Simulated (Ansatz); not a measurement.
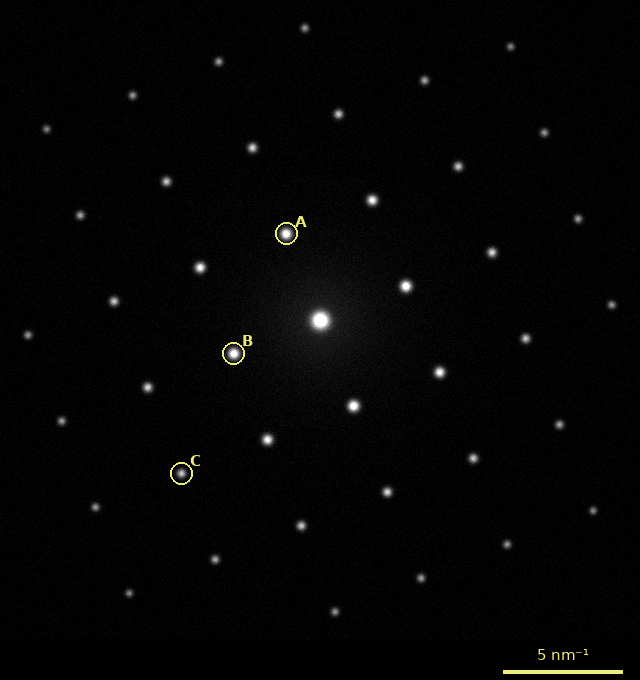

The pattern is a kinematic simulation for 120 kV electrons (no multiple scattering; isotropic B = 0.3 Å²). The zone axis points towards the electron source and the pattern is seen from the source side.

Crystal: CrHg2, space group I4/mmm (No. 139), a = 3.627 Å, c = 8.945 Å. Structure: coordinates from a relaxation at fixed volume with Ansatz 0.2.0, DFT PBEsol, scalar-relativistic, plane waves, PAW; the starting structure was generated, so it need not be a known form of this composition.

```tsv
atom	site	symmetry	x	y	z
Cr	2a	4/mmm	0.0000	0.0000	0.0000
Hg	4e	4mm	0.0000	0.0000	0.3366
```

Spot A is indexed -1 -1 0 and spot B 1 -1 0.

Index the other marked spot.

C = −A + 2B = 3 -1 0 (d = 1.147 Å).

Which zone axis is this?

The cross product of A and B is parallel to [001]; every spot obeys hu + kv + lw = 0.

What are the spacings of A and B and the angle between them?

d(A) = 2.565 Å, d(B) = 2.565 Å, and the angle is 90.0°.
